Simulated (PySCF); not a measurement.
C5H6O4Si (SMILES C=C[Si]1(C)OC(=O)C(=O)O1)

```xyz
16

C    -1.7112    1.9259   -0.5324
C    -1.5097    0.6415   -0.7987
Si   -0.1719   -0.4167   -0.0103
C    -0.6267   -2.1060    0.6990
O     0.6700    0.5022    1.1045
C     1.9308    0.7463    0.7514
O     2.6959    1.3983    1.3904
C     2.2343    0.0637   -0.5975
O     3.2779    0.0855   -1.1707
O     1.1445   -0.5663   -1.0349
H    -1.0980    2.4621    0.1734
H    -2.4982    2.4907   -1.0065
H    -2.1647    0.1479   -1.5043
H    -1.4154   -2.0127    1.4385
H     0.2233   -2.5920    1.1732
H    -0.9884   -2.7615   -0.0867
```

Geometry: GFN2-xTB.

Level of theory: PBE0/pcSseg-1, SCF density, gas phase, non-relativistic in PySCF 2.14.0.

> What can the converged electron density and electron localisation function tell about the bonding?

C–O (1.19 Å): ρ is about 3.4 e/Å³ halfway; the ELF peaks at about 0.85 between the atoms (a multiple bond).
Si–O (1.67 Å): ρ at the midpoint is about 1.1 e/Å³; the ELF peaks at about 0.90 between the atoms, as expected for a polar covalent bond.
C–O (1.33 Å): ρ is about 2.5 e/Å³ halfway; the ELF peaks at about 0.85 between the atoms, as expected for a polar covalent bond.

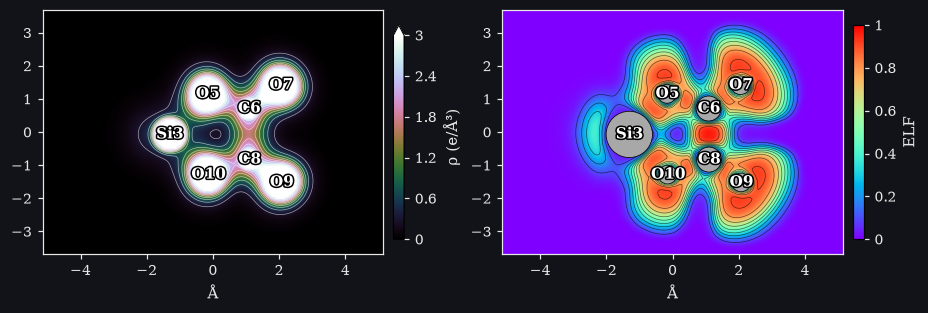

Computed electron density and electron localisation function on the plane of atoms O5, C6 and C8, in this order. Grey discs cover the atomic cores in the ELF map. 
